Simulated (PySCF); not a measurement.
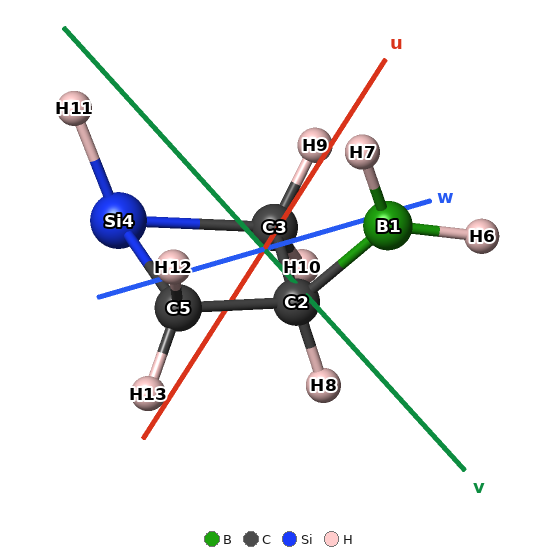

The lines u, v and w are the principal axes of the g tensor. State: neutral, doublet. The computed structure is the end point of a GFN2-xTB optimisation. No frequency run is at hand to confirm it as a minimum. Method: UKS B3LYP, pcH-1 on B C H Si, non-relativistic, mean-field spin-orbit, GIAO (PySCF 2.14.0).

Question. Along which axis does g lie farthest from the free-electron value?

Answer. Along w: the shift is 2716 ppm.

Give the principal values and shifts.

| axis | g | shift (ppm) |
| --- | --- | --- |
| u | 2.00218 | −138 |
| v | 2.00307 | 753 |
| w | 2.00504 | 2716 |

The geometry is semi-empirical. Around B, Si such bond lengths and angles can be off by a tenth of an ångström or more and by several degrees, and values that hang on the shape move with them.
